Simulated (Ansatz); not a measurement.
**B3Ta3: density, localisation and related maps**

The calculation's input:

```
crystal:
  periodic: [false, false, false]
  atoms:
    - {symbol: Ta, position_ang: [-2.617406, -0.709818, -0.089851]}
    - {symbol: Ta, position_ang: [1.486915, -0.380473, -0.494502]}
    - {symbol: Ta, position_ang: [-0.679506, -1.640809, -0.897634]}
    - {symbol: B, position_ang: [1.960090, 1.385877, 0.417444]}
    - {symbol: B, position_ang: [-0.625291, 0.120436, 0.319348]}
    - {symbol: B, position_ang: [0.475198, 1.224797, 0.745204]}
basis:
  gaussian: {orbitals: def2-TZVP, initial_orbitals: start.molden}
hamiltonian: {xc: pbe0, dispersion: d4}
scf: {omitted_lower_state_checks: [starts]}
output: {orbitals: {seedname: orbitals}}
```

Run with:

```sh
ansatz run in.yaml --threads 4 --pin off --events-out ev --progress --plain --max-ram 8704MiB
```

Geometry: PBE-D4/def2-SVP; core potentials replace the inner electrons of Ta.

All numbers below come from Ansatz 0.2.0, RKS PBE0-D4/def2-TZVP.

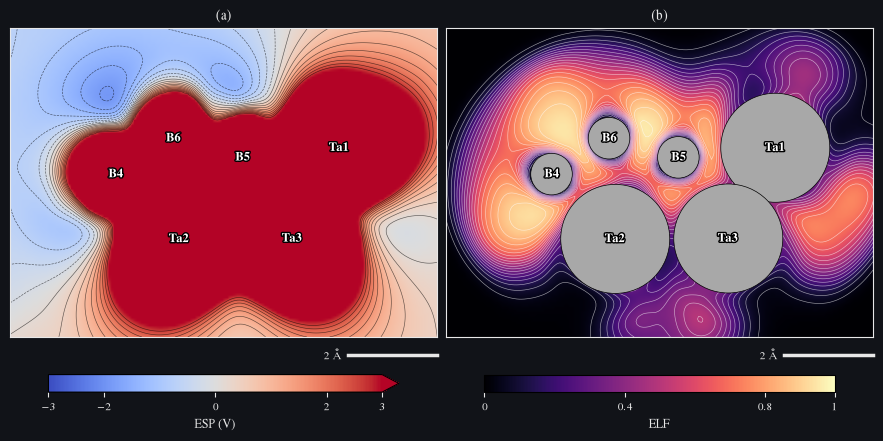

Figure 1. (a) electrostatic potential; (b) ELF on the molecular plane. Grey discs cover the atomic cores in the ELF map.

**What does the map show?**

Atoms in the plane: Ta and B. B–B (1.53 Å): the ELF peaks at about 0.90 between the atoms (a covalent bond). Ta–B (2.04 Å): the ELF peaks at about 0.65 in the valence shell of B, 0.7 Å from its nucleus, and is about 0.35 at the midpoint. Ta–Ta (2.30 Å): the ELF is about 0.40 at the midpoint. B–B (1.62 Å): the ELF peaks at about 0.90 between the atoms, as expected for a covalent bond. Ta–B (2.14 Å): the ELF peaks at about 0.70 in the valence shell of B, 0.7 Å from its nucleus, and is about 0.30 at the midpoint. Outside the dense part of the molecule the potential is most negative (−1.9 V) near Ta1.

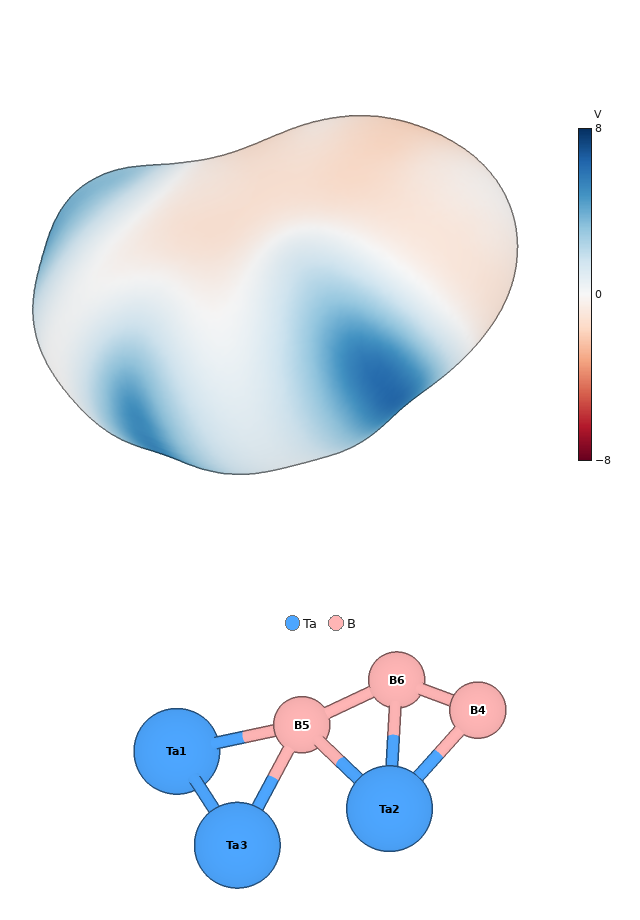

Figure 2. The electrostatic potential painted on the density surface at 0.004 e/bohr³, seen at a tilt; the colour scale runs from red (negative) to blue (positive). The bare structure is drawn below in the same view.

**Where is the surface potential most negative and most positive?**

The most negative region (about −1.8 V) lies over B4, the most positive (about +6.0 V) over Ta2.

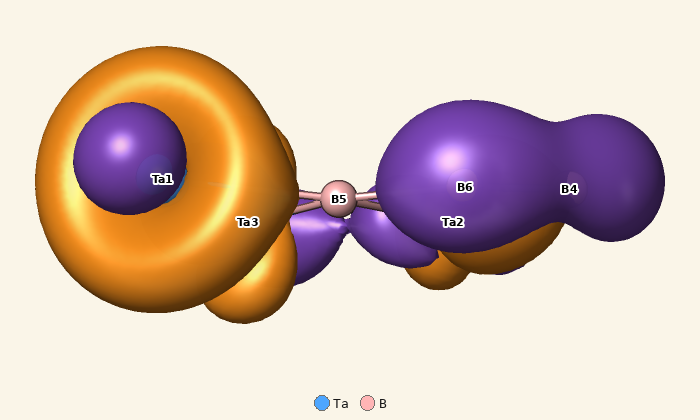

Figure 3. The HOMO−1 at ±0.1 Å⁻³ᐟ² (orange and purple are the two phases), seen from one side.

**Where does this orbital lie, and at what energy?**

It lies mainly on Ta1 (about 40 %), Ta3 (about 20 %), B6 (about 15 %), Ta2 (about 10 %) and B4 (about 10 %). Its energy is −5.13 eV.
